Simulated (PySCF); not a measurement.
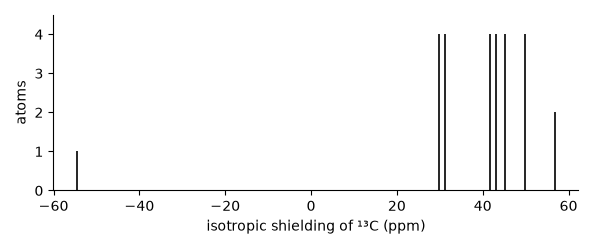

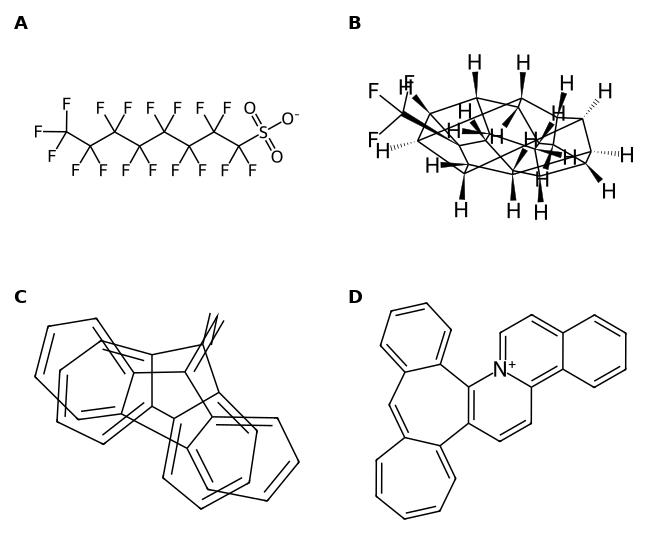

The sticks are computed shieldings of one of the molecules, for one fixed geometry (GFN2-xTB) without averaging over rotations. Low shielding means a high chemical shift. Method: GIAO WP04/pcSseg-1 NMR shielding, non-relativistic, gas phase (PySCF 2.14.0).

**Match the spectrum to a structure.**

C, `C(=C1c2ccccc2-c2ccccc21)=C1c2ccccc2-c2ccccc21`. Its 27 C atoms give lines at −54.5, 29.8 (4 atoms), 31.2 (4 atoms), 41.6 (4 atoms), 43.1 (4 atoms), 45.1 (4 atoms), 49.8 (4 atoms), 56.7 (2 atoms) ppm.
